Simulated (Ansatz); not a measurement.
## Electronic structure of B2F2H2 in real space

Input file:

```
crystal:
  periodic: [false, false, false]
  atoms:
    - { symbol: F, position_ang: [-1.4741, 0.9509, -0.8097] }
    - { symbol: B, position_ang: [-0.1848, 0.7162, -0.3644] }
    - { symbol: B, position_ang: [0.133, -0.7299, 0.3428] }
    - { symbol: F, position_ang: [1.5814, -0.9974, 0.811] }
    - { symbol: H, position_ang: [-0.96355, -0.74115, -0.06505] }
    - { symbol: H, position_ang: [-0.684, -1.5242, 0.4948] }
basis:
  gaussian: { orbitals: def2-SVP }
hamiltonian:
  xc: b3lyp
relax:
  f_tol: 0.02
  max_steps: 50
output:
  orbitals: {}
```

Launched as:

```sh
ansatz run input.yaml --threads 1 --pin off --max-ram 2048MiB --backend cpu --events-out ev --progress --plain --runs-dir out
```

The fields are those of the relaxed geometry.

These are results of RKS B3LYP/def2-SVP in Ansatz, not measurements.

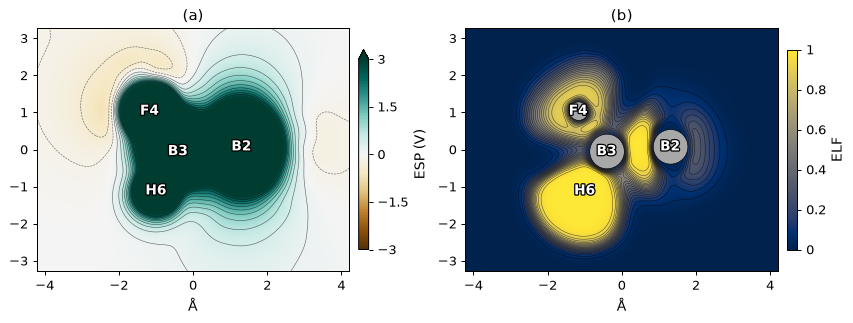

Figure 1. (a) electrostatic potential; (b) electron localisation function on the plane of atoms F4, B3 and H6. Grey discs cover the atomic cores in the ELF map.

Interpret the plot.

- Atoms in the plane: B, F and H.
- B–F (1.33 Å): the ELF peaks at about 0.90 between the atoms: a polar covalent bond.
- B–B (1.72 Å): the ELF peaks at about 1 between the atoms: a shared electron pair.
- B–H (1.22 Å): the ELF climbs to about 1 towards the hydrogen, as it does in any bond to H: a covalent bond by its length.
- The ELF also peaks beside F4, away from the bonds: lone-pair regions.
- Outside the dense part of the molecule the potential is most negative (−0.7 V) near F1 and F4.

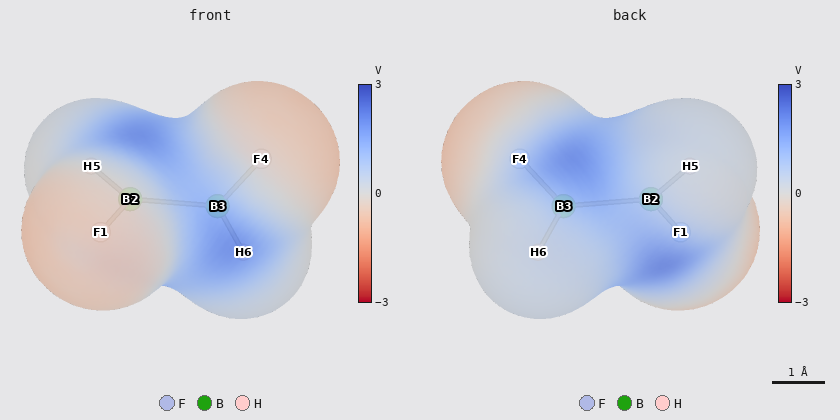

Figure 2. The electrostatic potential painted on the density surface at 0.002 e/bohr³, seen from the front and from behind; red is negative and blue positive.

Which sites attract a positive test charge, and which a negative one?

A positive charge is drawn to the negative regions and a negative charge to the positive ones. The most negative region (about −0.6 V) lies over F1 and F4, the most positive (about +2.0 V) over B2 and B3.

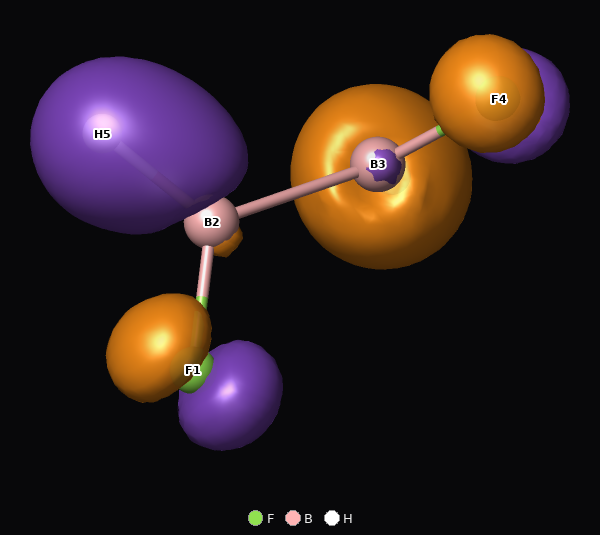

Figure 3. The HOMO−1 at ±0.2 Å⁻³ᐟ² (orange and purple are the two phases), seen at an oblique angle.

What is the character of this orbital?

Its weight (Hirshfeld) is mainly on H6 (about 20 %), H5 (about 20 %), B2 (about 15 %), B3 (about 15 %), F4 (about 15 %) and F1 (about 15 %). Its energy is −10.40 eV.

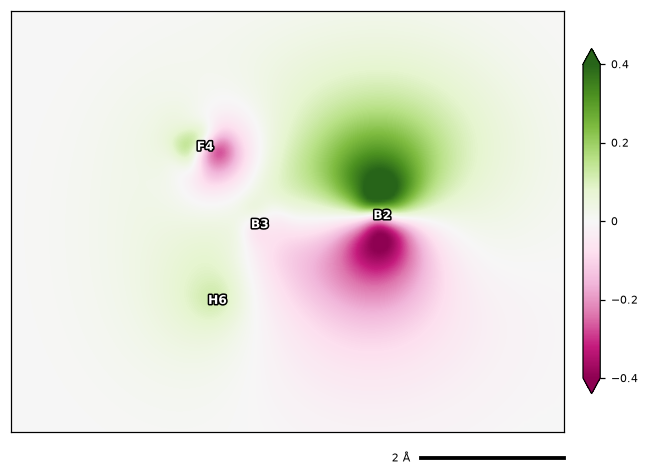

Figure 4. The LUMO on the plane of atoms F4, B3 and H6 (values in Å⁻³ᐟ²; the overall sign is arbitrary).

Describe this orbital and give its energy.

By Hirshfeld shares it lies mainly on B2 (about 35 %), B3 (about 35 %), F1 (about 10 %) and F4 (about 10 %). Its energy is −1.62 eV.
